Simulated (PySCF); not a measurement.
**Single-point calculation, with input and output: ZnNH3**

ZnNH3, multiplicity 3, computed with CASSCF/6-31G*, ROHF (PySCF 2.14.0).

The geometry is that of the parent species in another charge or spin state. The geometry comes from this level: PBE0-D4/def2-TZVP. Figures and captions count atoms from 1; the log counts them from 0 in places.

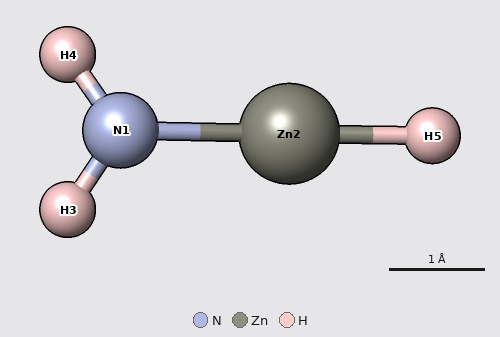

*The structure (ball-and-stick view, seen on its broad side; atoms are numbered from 1 in the order of the input). Sticks mark near contacts.*

Bond lengths as drawn: H–N 1.01 Å, H–Zn 1.52 Å and N–Zn 1.82 Å.

## Key numbers

```tsv
quantity	value
outcome	converged
total energy	−1833.520118 hartree
SCF energy	−1833.508391 hartree
CASSCF energy	−1833.520118 hartree
correlation energy	−0.011727 hartree
basis functions	54
⟨S²⟩	2.000
hardware	1 thread of Arm Neoverse V1, 24 GiB of memory available, shared host
wall time	3.6 s
peak memory	0.16 GiB
```

## The input (run.py)
```python
import numpy
from pyscf import gto, scf, mp, mcscf

mol = gto.Mole()
mol.atom = 'input.xyz'
mol.spin = 2
mol.charge = 0
mol.basis = '6-31g*'
mol.max_memory = 1860
mol.verbose = 4
mol.build()

mf = mol.ROHF()
mf.conv_tol = 1e-10
mf.kernel()
if not mf.converged:
    mf = mf.newton().run(mf.mo_coeff, mf.mo_occ)

pt = mp.MP2(scf.addons.convert_to_uhf(mf)).run()
noons, natorbs = mcscf.addons.make_natural_orbitals(pt)
print('natural occupations', numpy.round(noons[:40], 4))
cas = mcscf.CASSCF(mf, 4, 4)
cas.fix_spin_(ss=2.0)
cas.natorb = True
cas.kernel(natorbs)
energy = cas.e_tot
print(f'total energy: {energy:.8f} hartree')
```

## File input.xyz
```
5

N     -0.144000    -0.833800    -0.065600
Zn     0.344900     0.915600    -0.097400
H     -1.046100    -1.111100    -0.422600
H      0.073200    -1.402700     0.739000
H      0.822000     2.358500    -0.194900
```

Command:
```bash
OMP_NUM_THREADS=1 python run.py
```

## The program's output
```
PySCF version 2.14.0

[INPUT] num. atoms = 5
[INPUT] num. electrons = 40
[INPUT] charge = 0
[INPUT] spin (= nelec alpha-beta = 2S) = 2
[INPUT] symmetry False subgroup None
[INPUT] Mole.unit = angstrom
[INPUT] Symbol           X                Y                Z      unit          X                Y                Z       unit  Magmom
[INPUT]  1 N     -0.144000000000  -0.833800000000  -0.065600000000 AA   -0.272120561937  -1.575653642662  -0.123966033771 Bohr   0.0
[INPUT]  2 Zn     0.344900000000   0.915600000000  -0.097400000000 AA    0.651766540362   1.730233239652  -0.184059324533 Bohr   0.0
[INPUT]  3 H     -1.046100000000  -1.111100000000  -0.422600000000 AA   -1.976842498908  -2.099674697004  -0.798598260241 Bohr   0.0
[INPUT]  4 H      0.073200000000  -1.402700000000   0.739000000000 AA    0.138327952318  -2.650718834927   1.396507606054 Bohr   0.0
[INPUT]  5 H      0.822000000000   2.358500000000  -0.194900000000 AA    1.553354874392   4.456919064787  -0.368307621678 Bohr   0.0

nuclear repulsion = 93.4421715210511
number of shells = 24
number of NR pGTOs = 136
number of NR cGTOs = 54
basis = 6-31g*
ecp = {}

******** <class 'pyscf.scf.rohf.ROHF'> ********
method = ROHF
initial guess = minao
damping factor = 0
level_shift factor = 0
DIIS = <class 'pyscf.scf.diis.CDIIS'>
diis_start_cycle = 1
diis_space = 8
diis_damp = 0
SCF conv_tol = 1e-10
SCF conv_tol_grad = None
SCF max_cycles = 50
direct_scf = True
direct_scf_tol = 1e-13
num. doubly occ = 19  num. singly occ = 2
Set gradient conv threshold to 1e-05
init E= -1833.21217784336
  HOMO = 0.0243305940410297  LUMO = 0.0621348139801667  gap/eV = 1.02871
cycle= 1 E= -1833.4623198946  delta_E= -0.25  |g|= 0.266  |ddm|= 2.29
  HOMO = -0.0195743187394548  LUMO = 0.0682765459692889  gap/eV = 2.39054
cycle= 2 E= -1833.49359662543  delta_E= -0.0313  |g|= 0.148  |ddm|= 0.604
  HOMO = -0.0111099529100827  LUMO = 0.0664537039892692  gap/eV = 2.11061
cycle= 3 E= -1833.50273288569  delta_E= -0.00914  |g|= 0.0417  |ddm|= 0.246
  HOMO = -0.0112903455693907  LUMO = 0.0651901085502309  gap/eV = 2.08114
cycle= 4 E= -1833.50527265979  delta_E= -0.00254  |g|= 0.0265  |ddm|=  0.2
  HOMO = -0.0120511960400145  LUMO = 0.064983039500575  gap/eV = 2.09621
cycle= 5 E= -1833.50654784099  delta_E= -0.00128  |g|= 0.0116  |ddm|= 0.123
  HOMO = -0.0110250590226757  LUMO = 0.0653671610210727  gap/eV = 2.07874
cycle= 6 E= -1833.50737456967  delta_E= -0.000827  |g|= 0.00893  |ddm|= 0.158
  HOMO = -0.00978085072324042  LUMO = 0.0658205126595819  gap/eV = 2.05722
cycle= 7 E= -1833.50783938123  delta_E= -0.000465  |g|= 0.00654  |ddm|= 0.126
  HOMO = -0.00777897151384233  LUMO = 0.0667575771397764  gap/eV = 2.02824
cycle= 8 E= -1833.50827577248  delta_E= -0.000436  |g|= 0.0042  |ddm|= 0.206
  HOMO = -0.00539126760400688  LUMO = 0.0675328779888318  gap/eV = 1.98437
cycle= 9 E= -1833.50835208887  delta_E= -7.63e-05  |g|= 0.0022  |ddm|= 0.0641
  HOMO = -0.00529168952802328  LUMO = 0.0678844748893854  gap/eV = 1.99122
cycle= 10 E= -1833.50839002169  delta_E= -3.79e-05  |g|= 0.000913  |ddm|= 0.0939
  HOMO = -0.00501090552914274  LUMO = 0.0678957607610147  gap/eV = 1.98389
cycle= 11 E= -1833.50839081336  delta_E= -7.92e-07  |g|= 0.000217  |ddm|= 0.00694
  HOMO = -0.00494448945382064  LUMO = 0.0679135097430539  gap/eV = 1.98257
cycle= 12 E= -1833.5083909555  delta_E= -1.42e-07  |g|= 0.000136  |ddm|= 0.000787
  HOMO = -0.0049568293583877  LUMO = 0.06792982347956  gap/eV = 1.98335
cycle= 13 E= -1833.50839104795  delta_E= -9.24e-08  |g|= 6.6e-05  |ddm|= 0.00496
  HOMO = -0.00493759757460532  LUMO = 0.0679299922185645  gap/eV = 1.98283
cycle= 14 E= -1833.50839105796  delta_E= -1e-08  |g|= 3.31e-05  |ddm|= 0.000925
  HOMO = -0.00494119488213585  LUMO = 0.0679302204343939  gap/eV = 1.98293
cycle= 15 E= -1833.50839105917  delta_E= -1.2e-09  |g|= 1.7e-05  |ddm|= 0.0003
  HOMO = -0.00494230884314906  LUMO = 0.0679290232009842  gap/eV = 1.98293
cycle= 16 E= -1833.50839106  delta_E= -8.39e-10  |g|= 5.73e-06  |ddm|= 0.000218
  HOMO = -0.00494343398339803  LUMO = 0.0679287038715062  gap/eV = 1.98295
cycle= 17 E= -1833.50839106009  delta_E= -8.12e-11  |g|= 1.71e-06  |ddm|= 3.86e-05
  HOMO = -0.00494332083780602  LUMO = 0.0679287734752032  gap/eV = 1.98295
```

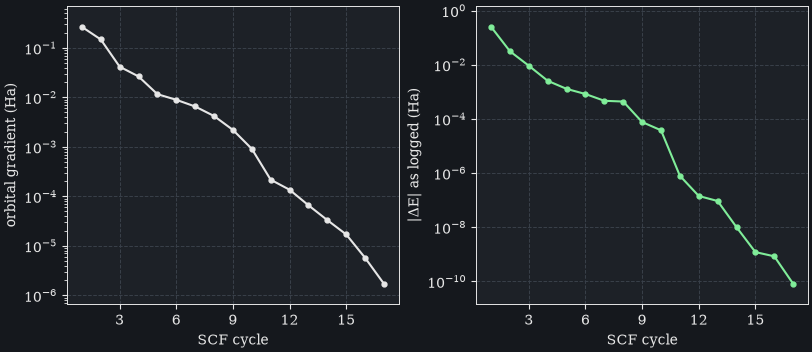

*Convergence of the self-consistent field: orbital gradient and size of the energy change against the SCF cycle.*

The residual falls at every step.

```
Extra cycle  E= -1833.50839106009  delta_E= -3.64e-12  |g|= 1.15e-06  |ddm|= 1e-05
converged SCF energy = -1833.50839106009

******** <class 'pyscf.mp.ump2.UMP2'> ********
nocc = (np.int64(21), np.int64(19)), nmo = (54, 54)
E(UMP2) = -1833.94760520615  E_corr = -0.439214146064496
E(SCS-UMP2) = -1833.91596953548  E_corr = -0.407578475385567
E_corr(same-spin) = -0.137859807567495
E_corr(oppo-spin) = -0.301354338497002
natural occupations [2.0000e+00 2.0000e+00 2.0000e+00 2.0000e+00 2.0000e+00 1.9999e+00
 1.9993e+00 1.9984e+00 1.9983e+00 1.9983e+00 1.9849e+00 1.9849e+00
 1.9846e+00 1.9842e+00 1.9841e+00 1.9816e+00 1.9792e+00 1.9723e+00
 1.9703e+00 9.9590e-01 9.9280e-01 2.3000e-02 1.9200e-02 1.4300e-02
 1.3900e-02 1.3300e-02 1.2600e-02 1.2500e-02 1.1800e-02 8.6000e-03
 8.0000e-03 7.4000e-03 5.7000e-03 5.1000e-03 4.5000e-03 3.8000e-03
 3.6000e-03 3.5000e-03 3.2000e-03 1.7000e-03]

******** <class 'pyscf.mcscf.mc1step.CASSCF'> ********
CAS (3e+1e, 4o), ncore = 18, nvir = 32
max_cycle_macro = 50
max_cycle_micro = 4
conv_tol = 1e-07
conv_tol_grad = None
orbital rotation max_stepsize = 0.02
orbital rotation threshold for CI restart = 0.01
augmented hessian ah_max_cycle = 30
augmented hessian ah_conv_tol = 1e-12
augmented hessian ah_linear dependence = 1e-14
augmented hessian ah_level shift = 1e-08
augmented hessian ah_start_tol = 2.5
augmented hessian ah_start_cycle = 3
augmented hessian ah_grad_trust_region = 3
kf_trust_region = 3
kf_interval = 4
ci_response_space = 4
ci_grad_trust_region = 3
with_dep4 0
natorb = True
canonicalization = True
sorting_mo_energy = False
ao2mo_level = 2
internal_rotation = False
******** <class 'pyscf.fci.addons.SpinPenaltyFCISolver'> ********
max. cycles = 50
conv_tol = 1e-08
davidson only = True
linear dependence = 1e-12
level shift = 0.001
max iter space = 12
nroots = 1
pspace_size = 400
spin = None
CASCI E = -1833.51071989276  S^2 = 2.0000000
Set conv_tol_grad to 0.000316228
macro iter   1 ( 21 JK    4 micro), CASSCF E = -1833.51674069291  dE = -6.02080016e-03  S^2 = 2.0000000
               |grad[o]|=0.0102  |grad[c]|=0.0191  |ddm|=0.00989  |maxRot[o]|=0.309
macro iter   2 ( 21 JK    4 micro), CASSCF E = -1833.51903939927  dE = -2.29870636e-03  S^2 = 2.0000000
               |grad[o]|=0.0124  |grad[c]|=0.00604  |ddm|=0.00337  |maxRot[o]|=0.199
macro iter   3 ( 18 JK    4 micro), CASSCF E = -1833.52009485904  dE = -1.05545976e-03  S^2 = 2.0000000
               |grad[o]|=0.0086  |grad[c]|=0.00271  |ddm|=0.00169  |maxRot[o]|=0.193
macro iter   4 ( 17 JK    4 micro), CASSCF E = -1833.52011636941  dE = -2.15103769e-05  S^2 = 2.0000000
               |grad[o]|=0.00168  |grad[c]|=0.000646  |ddm|=0.00306  |maxRot[o]|=0.0184
macro iter   5 ( 16 JK    4 micro), CASSCF E = -1833.52011820329  dE = -1.83387465e-06  S^2 = 2.0000000
               |grad[o]|=0.000419  |grad[c]|=0.000196  |ddm|=0.00132  |maxRot[o]|=0.00645
macro iter   6 (  3 JK    1 micro), CASSCF E = -1833.52011825712  dE = -5.38359473e-08  S^2 = 2.0000000
               |grad[o]|=0.000125  |grad[c]|=0.000112  |ddm|=0.000214  |maxRot[o]|=0.00066
1-step CASSCF converged in   6 macro ( 96 JK  21 micro) steps
CASSCF canonicalization
Natural occ [1.98862088 1.00023726 0.99999727 0.0111446 ]
Natural orbital (expansion on meta-Lowdin AOs) in CAS space
               #1        #2        #3        #4
0 N 1s          -0.01338  -0.00030  -0.00027   0.00049
0 N 2s          -0.51308  -0.24982   0.01897  -0.04273
0 N 3s          -0.04084  -0.04668   0.01141   0.39520
0 N 2px         -0.38562  -0.16324  -0.50365  -0.10720
0 N 2py         -0.66745   0.13378   0.52069  -0.19876
0 N 2pz          0.20452   0.19088   0.61604   0.05387
0 N 3px         -0.02844  -0.04278  -0.01575   0.32414
0 N 3py         -0.05095   0.02889   0.02731   0.44854
0 N 3pz          0.01461   0.04856   0.02200  -0.19999
0 N 3dxy        -0.00156  -0.02054   0.01045  -0.08053
0 N 3dyz        -0.00517   0.02215  -0.01354   0.01340
0 N 3dz^2        0.00699   0.00401   0.00131   0.05681
0 N 3dxz         0.00016  -0.00755  -0.00034   0.09800
0 N 3dx2-y2      0.01296  -0.00338   0.00841   0.06696
1 Zn 1s          0.00021  -0.00016  -0.00000  -0.00027
1 Zn 2s          0.00088  -0.00052  -0.00006  -0.00091
1 Zn 3s         -0.00552   0.00128   0.00070   0.00280
1 Zn 4s          0.24571  -0.48785   0.13526  -0.35838
1 Zn 5s          0.01936   0.26150  -0.10953  -0.19135
1 Zn 2px         0.00012  -0.00018  -0.00003  -0.00001
1 Zn 2py         0.00045  -0.00003  -0.00008  -0.00041
1 Zn 2pz         0.00000   0.00017   0.00000  -0.00009
1 Zn 3px        -0.00136   0.00071   0.00089  -0.00046
1 Zn 3py        -0.00511   0.00027   0.00094  -0.00002
1 Zn 3pz         0.00003  -0.00061  -0.00062   0.00044
1 Zn 4px         0.00932  -0.40659   0.12550   0.11615
1 Zn 4py         0.06240  -0.06946   0.03173  -0.28122
1 Zn 4pz         0.00669   0.37499  -0.11322  -0.18285
1 Zn 5px        -0.00616  -0.12850   0.05306   0.08142
1 Zn 5py        -0.03132  -0.12590   0.06299   0.21982
1 Zn 5pz        -0.00194   0.09235  -0.03537  -0.02327
1 Zn 3dxy       -0.00373   0.02165  -0.06709   0.03846
1 Zn 3dyz       -0.00141   0.01168   0.04850  -0.00232
1 Zn 3dz^2       0.00536  -0.03717   0.02697  -0.04307
1 Zn 3dxz        0.00185  -0.00068   0.01429  -0.00031
1 Zn 3dx2-y2     0.00853  -0.06164   0.01598  -0.06396
1 Zn 4dxy       -0.00442  -0.00579   0.00745   0.02023
1 Zn 4dyz       -0.00105   0.00231  -0.00544   0.00950
1 Zn 4dz^2       0.00637   0.00472  -0.00302  -0.03441
1 Zn 4dxz       -0.00033  -0.00073  -0.00127   0.00370
1 Zn 4dx2-y2     0.01017   0.00615  -0.00183  -0.05699
1 Zn 4f-3       -0.00288  -0.00850   0.00083  -0.00430
1 Zn 4f-2        0.00064  -0.00178   0.00277  -0.00495
1 Zn 4f-1       -0.00214  -0.01216   0.00497  -0.00918
1 Zn 4f+0       -0.00082   0.00319  -0.00395   0.00452
1 Zn 4f+1       -0.00020  -0.00458   0.00298  -0.00430
1 Zn 4f+2       -0.00087   0.00382  -0.00432   0.00390
1 Zn 4f+3       -0.00095  -0.01523   0.00950  -0.01408
2 H 1s           0.05702   0.18221  -0.05397  -0.09111
2 H 2s          -0.01279   0.10117  -0.04840  -0.03418
3 H 1s           0.05738   0.18224  -0.05398  -0.09174
3 H 2s          -0.01283   0.10125  -0.04843  -0.03425
4 H 1s           0.14565  -0.28318   0.06863  -0.18489
4 H 2s           0.02795  -0.12997   0.04406  -0.07283
<CAS-nat-orb|mo-hf>  19     18      -0.86164524
<CAS-nat-orb|mo-hf>  20     20       0.44184034
<CAS-nat-orb|mo-hf>  20     21       0.89697447
<CAS-nat-orb|mo-hf>  21     20       0.89708704
<CAS-nat-orb|mo-hf>  21     21      -0.44178316
<CAS-nat-orb|mo-hf>  22     30      -0.51373791
<CAS-nat-orb|mo-hf>  22     33       0.44778468
CASSCF energy = -1833.52011825712
CASCI E = -1833.52011825712  E(CI) = -4.73101161104751  S^2 = 2.0000000
total energy: -1833.52011826 hartree
```
